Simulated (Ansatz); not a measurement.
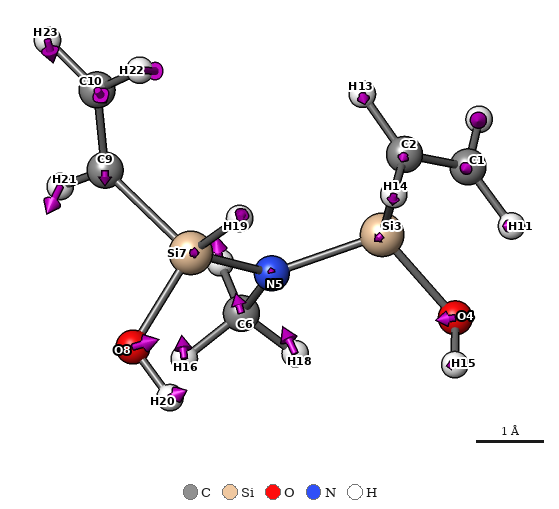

This is a relaxation of C5H13NO2Si2. The starting structure is drawn; purple arrows show the displacements, magnified 5 times. The two geometries are superimposed by the best rigid fit.

The picture is a ball-and-stick view, seen at a tilt.

The start comes from PBE-D4/def2-SVP.

Method: RKS PBE0-D4/def2-TZVP in Ansatz 0.2.0.

Input file:
```yaml
crystal:
  periodic: [false, false, false]
  atoms:
    - {symbol: C, position_ang: [-0.457138, 0.168796, -3.696205]}
    - {symbol: C, position_ang: [0.200841, 0.263858, -2.522970]}
    - {symbol: Si, position_ang: [0.181518, -1.074412, -1.220144]}
    - {symbol: O, position_ang: [-0.823819, -2.256967, -1.884129]}
    - {symbol: N, position_ang: [-0.449546, -0.471501, 0.304688]}
    - {symbol: C, position_ang: [-1.780516, 0.160790, 0.268116]}
    - {symbol: Si, position_ang: [0.466925, -0.332942, 1.798736]}
    - {symbol: O, position_ang: [-0.479569, -0.864659, 3.090304]}
    - {symbol: C, position_ang: [0.908518, 1.430038, 2.230666]}
    - {symbol: C, position_ang: [2.182610, 1.871421, 2.240605]}
    - {symbol: H, position_ang: [-1.033197, -0.737101, -3.952125]}
    - {symbol: H, position_ang: [-0.453724, 0.982359, -4.443246]}
    - {symbol: H, position_ang: [0.768322, 1.189019, -2.305398]}
    - {symbol: H, position_ang: [1.551640, -1.607209, -0.905579]}
    - {symbol: H, position_ang: [-0.904630, -3.062272, -1.344824]}
    - {symbol: H, position_ang: [-2.254379, 0.125673, 1.271485]}
    - {symbol: H, position_ang: [-1.742920, 1.224796, -0.057775]}
    - {symbol: H, position_ang: [-2.452595, -0.378398, -0.432407]}
    - {symbol: H, position_ang: [1.723983, -1.134533, 1.603559]}
    - {symbol: H, position_ang: [-0.825898, -1.767425, 2.979702]}
    - {symbol: H, position_ang: [0.101085, 2.148826, 2.466388]}
    - {symbol: H, position_ang: [3.030354, 1.196735, 2.022455]}
    - {symbol: H, position_ang: [2.446935, 2.918008, 2.473597]}
basis:
  gaussian: {orbitals: def2-TZVP}
hamiltonian: {xc: pbe0, dispersion: d4}
relax: {f_tol: 0.005, max_steps: 150}
```

> Which element moves most?

Hydrogen: up to 0.15 Å, against 0.09 Å for oxygen.

> Describe the change and its energy.

The largest move after the best rigid fit is that of H22, 0.15 Å. Largest moves by element: H 0.15 Å, O 0.09 Å, C 0.08 Å, Si 0.03 Å, N 0.02 Å. Some distances before and after: Si3–O4 1.688 → 1.651 Å, N5–Si7 1.758 → 1.724 Å, C6–H17 1.113 → 1.095 Å, C1–C2 1.349 → 1.330 Å. Among the angles between lasting bonds that change: Si3–O4–H15 114.3° → 116.9°. After 16 geometry steps the energy has fallen by 0.166 eV. Largest force component: 0.88 eV/Å at the start, 0.0029 eV/Å at the end.
